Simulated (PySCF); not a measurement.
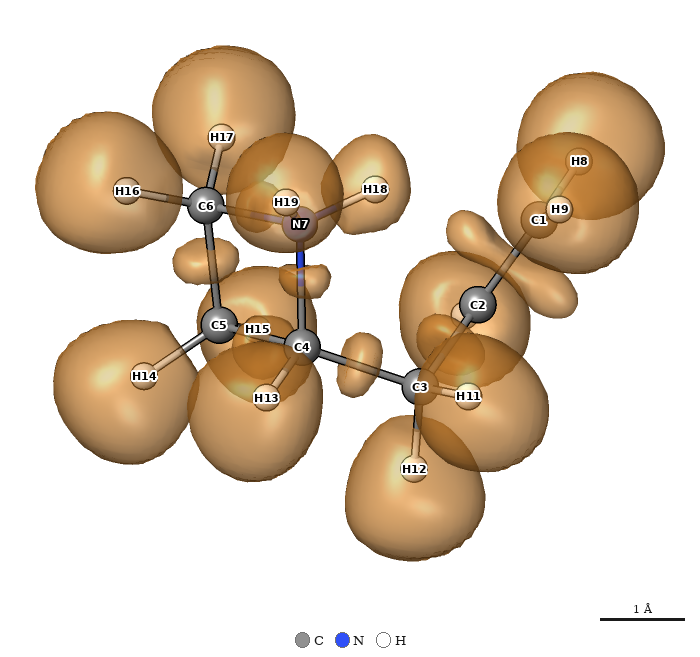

C6H12N (charge +1). Isosurface of the electron localisation function at 0.85 (orange), seen across its widest extent. Core shells and regions of very low density are left out.

Geometry: GFN2-xTB, NEB image 0 of 0 to 8.

Level of theory: PySCF, PBE0/pcSseg-1, SCF density, gas phase, non-relativistic.

Input

```
{"job": {"kind": "nmr", "xc": "PBE0", "basis": "pcSseg-1", "pop": false}, "charge": 1, "multiplicity": 1}
C     -2.191100     0.995200     0.147000
C     -1.668700    -0.204500     0.357300
C     -0.921300    -0.968400    -0.699800
C      0.569200    -0.643700    -0.656100
C      1.333000    -0.891200     0.655300
C      1.742000     0.584400     0.630300
N      0.814900     0.835000    -0.511500
H     -2.711100     1.529600     0.922800
H     -2.204800     1.458100    -0.829500
H     -1.733700    -0.663400     1.332900
H     -1.310300    -0.714200    -1.687500
H     -1.043300    -2.041400    -0.553800
H      1.079800    -1.041900    -1.533300
H      2.147600    -1.605100     0.592400
H      0.693600    -1.158100     1.490700
H      2.779900     0.751700     0.350000
H      1.504900     1.173200     1.514000
H     -0.083100     1.272800    -0.213700
H      1.192700     1.341300    -1.314800
```

Launched as:

```sh
OMP_NUM_THREADS=1 python probes_run.py task.json out
```

Where are the electrons localised?

Answer. The ELF exceeds this value in five regions between bonded C–C atoms (shared pairs), two regions between bonded C–N atoms (shared pairs) and twelve regions around hydrogen nuclei. Along the contacts the grid gives the following. C–C (1.33 Å): the ELF peaks at about 0.95 between the atoms; a multiple bond. C–N (1.49 Å): the ELF peaks at about 0.95 between the atoms, as expected for a covalent bond.
